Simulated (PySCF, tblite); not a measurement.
**Si₂HCl₆+, a small gas-phase stand-in for a defect centre (Si site with back bonds Cl, Cl, Cl): NMR shifts, core binding energies and electronic excitations**

Wanted: the NMR shifts, core binding energies and electronic excitations for `Cl[Si](Cl)(Cl)[H][Si](Cl)(Cl)Cl`. It is drawn as: bond-centre hydrogen.

Programs: tblite 0.8.0 and PySCF 2.14.0. All values are calculated, for the isolated system unless a continuum is named. Atoms count from 0, parts from 1.

## 1. The system as given

9 atoms, charge 1, multiplicity 1; geometry: distance geometry start.

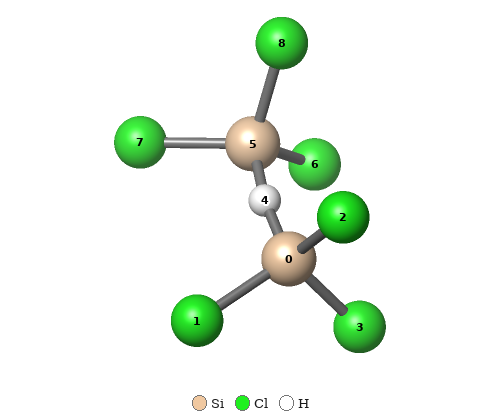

The starting geometry (silicon light orange, chlorine green, hydrogen white), atoms numbered.

## 2. Geometry optimisation with GFN2-xTB

Job settings and geometry (Å):

```
{"job": {"kind": "relax", "xc": "GFN2-xTB", "basis": "xTB"}, "charge": 1, "multiplicity": 1}
Si    -2.063631     1.103801     0.404791
Cl    -1.648995     3.138848     0.907136
Cl    -3.187736     0.213056     1.960258
Cl    -3.153576     1.043951    -1.430411
H     -0.828490     0.401341     0.234615
Si     0.279814    -0.436449    -0.108641
Cl     0.016605    -1.176615    -2.078686
Cl     2.069009     0.728233    -0.039458
Cl     0.416701    -2.027105     1.279460
```

With the program's defaults for keys left out, this is: GFN2-xTB geometry optimisation, gas phase.

Started as:

```console
$ OMP_NUM_THREADS=1 python cluster_run.py task.json out
```

One launch serves the whole session: the jobs run in the order shown.

**Question.** The jobs that follow are: PBE0-D3(BJ)/def2-SVP geometry optimisation, gas phase; GIAO PBE0/pcSseg-1 NMR shielding, non-relativistic, gas phase; delta-SCF UKS SCAN, pcX-2 on the ionised atom, pcseg-1 elsewhere, spin-free X2C; TDDFT CAM-B3LYP/def2-SVPD, vertical, gas phase, core orbitals frozen in the response. Predict: point group; rotational constants (main isotopes); ¹H shifts against TMS (PBE0/pcSseg-1); ²⁹Si shifts against TMS (PBE0/pcSseg-1, means over atoms taken as alike); ³⁵Cl shifts against HCl (PBE0/pcSseg-1, means over atoms taken as alike); Si2p binding energies, SCAN/pcX-2; Cl2p binding energies, SCAN/pcX-2; lowest singlet (CAM-B3LYP/def2-SVPD); brightest single state of those computed; lowest triplet; vertical ionisation energy (ΔSCF); vertical electron affinity (ΔSCF).

**Answer**, as computed:

| quantity | value |
| --- | --- |
| point group | D3 |
| rotational constants (main isotopes) | 0.63, 0.36, 0.36 GHz |
| ¹H shifts against TMS (PBE0/pcSseg-1) | 6.67 ppm |
| ²⁹Si shifts against TMS (PBE0/pcSseg-1, means over atoms taken as alike) | 32.5 ppm |
| ³⁵Cl shifts against HCl (PBE0/pcSseg-1, means over atoms taken as alike) | 216 ppm |
| Si2p binding energies, SCAN/pcX-2 | Si0 114.87 eV |
| Cl2p binding energies, SCAN/pcX-2 | Cl1 211.94 eV |
| lowest singlet (CAM-B3LYP/def2-SVPD) | 5.73 eV (216 nm), f = 0.000 |
| brightest single state of those computed | state 5, 6.36 eV, f = 0.547 |
| lowest triplet | 5.28 eV |
| vertical ionisation energy (ΔSCF) | 16.18 eV |
| vertical electron affinity (ΔSCF) | 6.04 eV |

**Reading.** The start of the PBE0/def2-SVP relaxation was shaken at random by about 0.01 Å, so part of the energy gained, and of the first lengths quoted, undoes that. Relaxing lowered the energy by 0.219 eV in 8 steps; the close pair that moved most is H4–Si5, from 1.788 to 1.629 Å (PBE0/def2-SVP). No frequency check was run at this level, so the end point may be a saddle. At PBE0/pcSseg-1: The widest tensor belongs to Cl1, Cl2, Cl3, Cl6, Cl7, Cl8: span 295 ppm, with a paramagnetic part of -420 ppm. The first singlet state (HOMO→LUMO 0.98) lies at 5.73 eV and is dark; of the 6 states computed, the strongest absorption comes from state 5 at 6.36 eV. The lowest triplet lies 0.45 eV below the lowest singlet (triplets in Tamm-Dancoff, singlets in full TDDFT). ΔSCF puts the ionisation energy at 16.18 eV, 0.77 eV above −ε(HOMO).
